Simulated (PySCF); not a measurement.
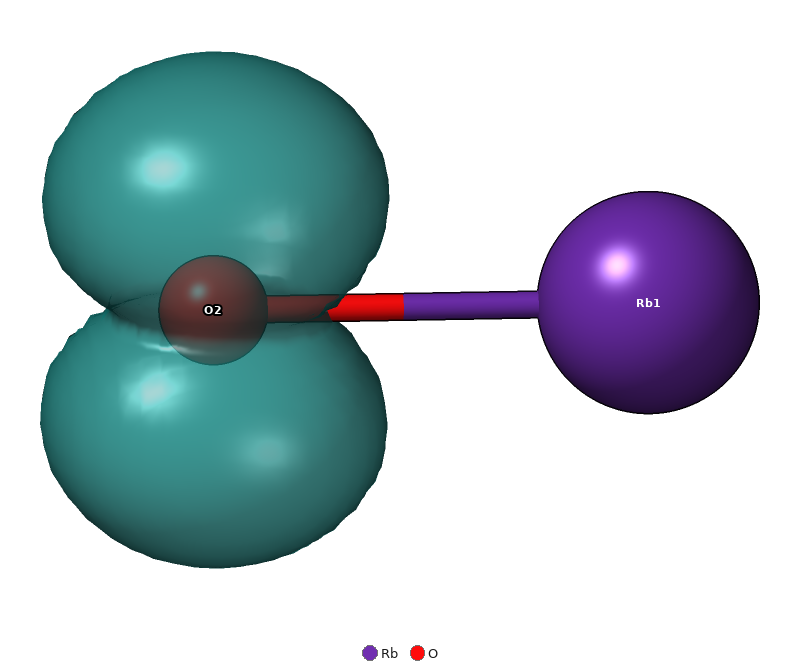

The picture shows: RbO (doublet). Isosurface of the spin density at +0.015 e/Å³ (teal), seen from one side.

Core potentials replace the inner electrons of Rb.

All numbers below come from PBE0/def2-SVP, non-relativistic Hamiltonian with scalar-relativistic core potentials where named, at a bond length of 2.473 Å (PySCF 2.14.0).

```xyz
2

Rb    0.0000    0.0000   -0.3920
O     0.0000    0.0000    2.0810
```

> Describe the spin distribution.

The unpaired spin (1 electron) lies mostly on O2 (about 1.0), in electrons by Hirshfeld's partition.
